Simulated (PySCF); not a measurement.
**CH7OSi, charge −1, SMILES `[OH-].C[SiH3]`: what the electrons do**

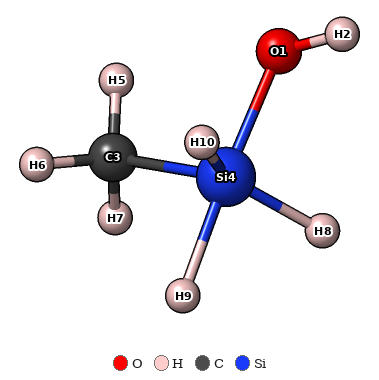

The molecule, with its atoms numbered as below. The pair's geometry is semi-empirical, so its contact may be too short or too long.

Geometry (Å), atoms numbered from 1:

```
O1       1.2243    0.7567    0.0013
H2       2.1437    0.5015   -0.0081
C3      -1.4021    0.5722   -0.0006
Si4      0.0968   -0.6010    0.0003
H5      -1.0950    1.6126    0.0272
H6      -2.0380    0.3819    0.8594
H7      -2.0071    0.4201   -0.8900
H8       0.5691   -1.0264   -1.3655
H9      -0.8727   -1.9375   -0.0015
H10      0.5634   -1.0247    1.3680
```

### 1. Bonding charge

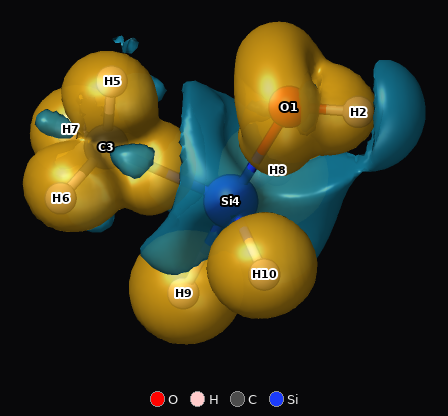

Deformation density (molecule less spherical, spin-averaged free atoms at the same positions), surfaces at ±0.04 e/Å³; yellow: gain, teal: loss.

Level of theory: PBE0/6-311+G** (PySCF), at a geometry from GFN2-xTB.

> How much density has each bond gained at its critical point, relative to the free atoms?

O1–H2: +0.87 e/Å³ at the bond critical point (bond length 0.95 Å). C3–H5: +0.65 e/Å³ at the bond critical point (bond length 1.08 Å). C3–H6 and C3–H7: +0.62 e/Å³ at the bond critical point (bond length 1.09 Å). Si4–H10 and Si4–H8: +0.15 e/Å³ at the bond critical point (bond length 1.51 Å). C3–Si4: +0.14 e/Å³ at the bond critical point (bond length 1.90 Å). Si4–H9: +0.06 e/Å³ at the bond critical point (bond length 1.65 Å); up to 0.6 Å beside the axis the gain reaches +0.27 e/Å³. O1–Si4: +0.01 e/Å³ at the bond critical point (bond length 1.76 Å); up to 0.6 Å beside the axis the gain reaches +0.34 e/Å³. In all, 2.6 electrons gather in the regions of gain relative to the promolecule of neutral atoms (this includes the anion's extra charge). A small or negative value marks a very polar bond, one between electron-rich atoms, whose free-atom densities already overlap strongly, a long bond to a heavier atom, or a closed-shell contact such as a hydrogen bond.

### 2. Bond critical points

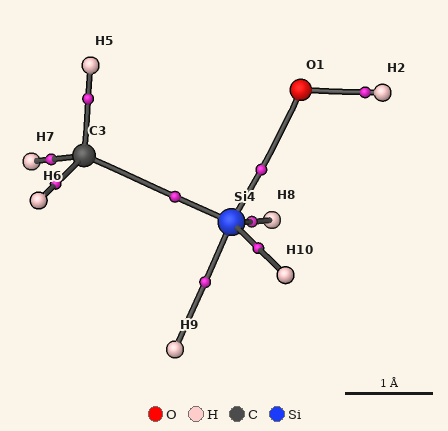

Molecular graph of the electron density (QTAIM): bond paths, bond critical points (magenta), ring points (cyan, if any); weak paths are dashed.

> How many critical points of each kind are there, and does the count close?

10 nuclei, 9 bond, 0 ring and 0 cage critical points: 10 − 9 + 0 − 0 = 1, as the Poincaré–Hopf relation requires.

> What does the calculation give at each kind of bond critical point?

```tsv
bond	length (Å)	ρ (a.u.)	∇²ρ (a.u.)	ε	H (a.u.)
O1–H2	0.954	0.372	−2.43	0.01	−0.696
C3–H5	1.085	0.272	−0.89	0.03	−0.273
C3–H6 (2 alike)	1.086	0.269	−0.87	0.03	−0.270
C3–Si4	1.903	0.111	+0.22	0.01	−0.066
Si4–H10 (2 alike)	1.506	0.110	+0.22	0.06	−0.065
O1–Si4	1.765	0.101	+0.54	0.07	−0.031
Si4–H9	1.651	0.086	+0.09	0.05	−0.051
```

> What kind of interaction is C3–H6?

Shared-shell (covalent): ρ = 0.269, ∇²ρ = −0.87, H = −0.270 a.u.

### 3. Local ionisation energy

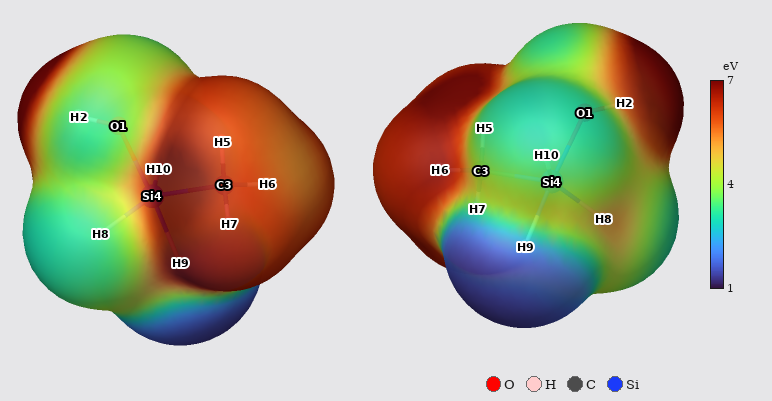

Average local ionisation energy on the surface of electron density 0.001 a.u. (back view left, front view right).

> Locate the minima of the map.

The lowest value is 1.3 eV, 1.8 Å from H9. Further minima include 3.0 eV, 1.6 Å from H8, and at like points elsewhere; 3.3 eV, off the O1–H2 bond (2.0 to 2.2 Å from its atoms), and at like points elsewhere; 5.2 eV, near H5 (1.84 Å) and H7 (1.99 Å), over C3 (2.1 Å). For comparison, the highest occupied orbital lies at −0.8 eV.
